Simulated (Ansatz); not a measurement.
CuI (zinc blende)

```cif
data_Cu4I4
_chemical_formula_sum 'I4 Cu4'
_space_group_name_H-M_alt 'F-43m'
_space_group_IT_number 216
_space_group_name_Hall 'F -4 2 3'
_cell_length_a 5.93903
_cell_length_b 5.93903
_cell_length_c 5.93903
_cell_angle_alpha 90.000
_cell_angle_beta 90.000
_cell_angle_gamma 90.000
loop_
_atom_site_label
_atom_site_type_symbol
_atom_site_symmetry_multiplicity
_atom_site_Wyckoff_symbol
_atom_site_fract_x
_atom_site_fract_y
_atom_site_fract_z
_atom_site_occupancy
I1 I 4 c 0.25000 0.25000 0.25000 1
Cu1 Cu 4 a 0.00000 0.00000 0.00000 1
```
(The calculation used a cell of 2 atoms; values per cell refer to that cell.)

Grid over V/V₀ and (c/a)/(c/a)₀, subscript 0 meaning the relaxed cell; the conventional c axis lies along z; no internal relaxation.

Level of theory: PBEsol (plane waves to 420 eV, PAW, scalar-relativistic; Ansatz, a program for electronic structure). k mesh 10×10×10 (Γ-centred), Fermi-Dirac smearing 0.05 eV. E stands for the smeared free energy. Compression counts positive. CuI is run without spin polarisation. CuI was relaxed with its symmetry unable to fall. Spin-orbit coupling is left out, though I is heavy. The PAW data are Ansatz's earlier set. The zero of ΔE is the relaxed starting cell.

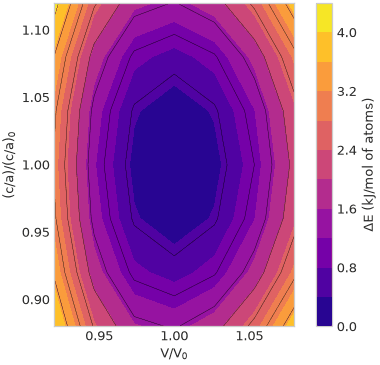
ΔE (kJ/mol of atoms) over the 7×7 grid of computed points.

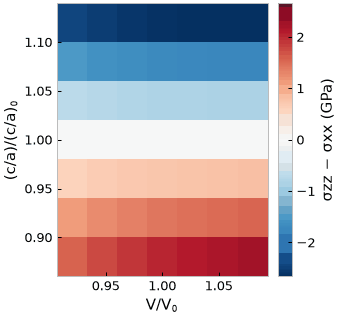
Figure. σzz − σxx (GPa) over the 7×7 grid of computed points.

The shear modulus C′ = (C11 − C12)/2 (fit, atoms clamped) is 9.7 GPa. Lowest place on the grid: V/V₀ = 1.000, (c/a)/(c/a)₀ = 1.000 (0.0 meV/atom). Highest place on the grid: V/V₀ = 0.920, (c/a)/(c/a)₀ = 1.120 (43.3 meV/atom).

Near the relaxed cell σzz − σxx = −2Cδ (compression positive), C being this modulus and δ the logarithm of the ratio.

(A scan under strain: stresses follow from slopes of the energy per volume, elastic moduli from its curvatures.)
